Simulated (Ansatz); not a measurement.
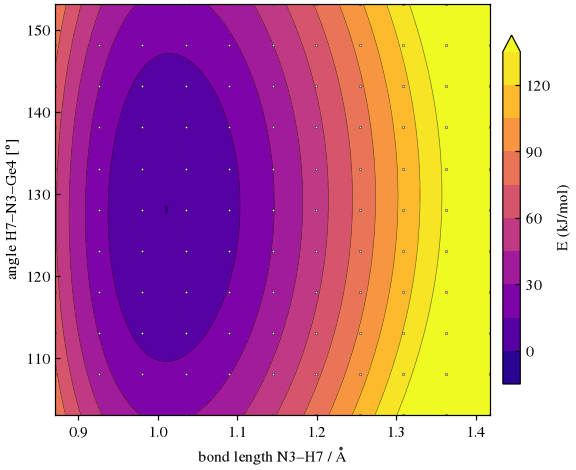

Energy landscape of AlGeH5N2, SMILES [NH2][Al]1[NH][GeH2]1. The first coordinate is: bond length N3–H7; the second: angle H7–N3–Ge4. Nothing is relaxed (all other coordinates rigid). The scan uses an 11 × 11 grid. Energies: kJ/mol, counted from the relaxed molecule at the same level. The calculation used RKS CAM-B3LYP-D4/def2-SVP in Ansatz 0.2.0.

In the figure: filled contours, dots at the grid points, one colour for all values above the top of the scale. Between grid points the surface is interpolated. 

What does the map say about the system?

Answer. The lowest grid point is at bond length N3–H7 = 1.035 Å, angle H7–N3–Ge4 = 128.1°, 1.0 kJ/mol from the relaxed molecule at the same level. No other kind of well shows on this grid. The highest grid point, bond length N3–H7 = 1.418 Å, angle H7–N3–Ge4 = 103.1°, lies 199 kJ/mol above the lowest. Round the minimum the two coordinates are nearly uncoupled.

Time for the 121 points that were run: 11 min on 1 thread of Arm Neoverse V2, on a shared host.
